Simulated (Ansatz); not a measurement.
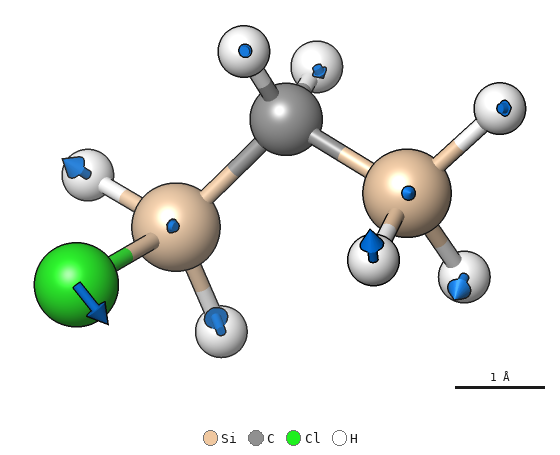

This is a relaxation of CH7ClSi2 (coarse preliminary run). The starting structure is drawn; blue arrows show the displacements, at their true length. The two geometries are superimposed by the best rigid fit.

The picture is a ball-and-stick view, seen from a free direction.

The start comes from a force field.

Level of theory: RKS PBE-D4/def2-SVP (Ansatz).

The input:
```yaml
crystal:
  periodic: [false, false, false]
  atoms:
    - {symbol: Si, position_ang: [-0.676900, 1.325700, 0.268600]}
    - {symbol: C, position_ang: [0.390300, -0.025500, 0.709000]}
    - {symbol: Si, position_ang: [0.304300, -1.314200, -0.577300]}
    - {symbol: Cl, position_ang: [1.428200, -0.801100, -2.233600]}
    - {symbol: H, position_ang: [-0.292900, 1.987400, -1.009900]}
    - {symbol: H, position_ang: [-0.651000, 2.392900, 1.302400]}
    - {symbol: H, position_ang: [-2.108500, 0.856100, 0.167100]}
    - {symbol: H, position_ang: [1.469100, 0.298300, 0.854900]}
    - {symbol: H, position_ang: [0.091800, -0.453900, 1.701200]}
    - {symbol: H, position_ang: [0.906000, -2.585500, -0.124100]}
    - {symbol: H, position_ang: [-1.035100, -1.653300, -1.050100]}
basis:
  gaussian: {orbitals: def2-SVP}
hamiltonian: {xc: pbe, dispersion: d4}
relax: {f_tol: 0.03, max_steps: 200}
```

Launched with:
```bash
ansatz run in.yaml --threads 4 --pin off --events-out ev --progress --plain --max-ram 10444MiB
```

Question: What happened in the run?

Answer: Cl4 moves most after the best rigid fit: 0.60 Å. Largest moves by element: Cl 0.60 Å, H 0.56 Å, Si 0.16 Å, C 0.07 Å. Near-neighbour distances that change, for instance: Si1–C2 1.777 → 1.900 Å, C2–Si3 1.823 → 1.879 Å, Si3–H11 1.460 → 1.502 Å, C2–H8 1.136 → 1.111 Å. Among the angles between lasting bonds that change: Si1–C2–Si3 109.5° → 115.4°, C2–Si3–H11 115.8° → 110.4°, Cl4–Si3–H10 103.8° → 107.7°. Groups turn about C2–Si3 by about 25°. The energy falls by 31.9 kJ/mol in 14 accepted moves (15 points after the start). The largest force component goes from 2.1 to 0.014 eV/Å. The line search rejected the trial step at point 6 of the run. The forces were under the threshold at step 5, but the run went on from there. The run took 18 s on 4 threads of Arm Neoverse V1 (shared host).
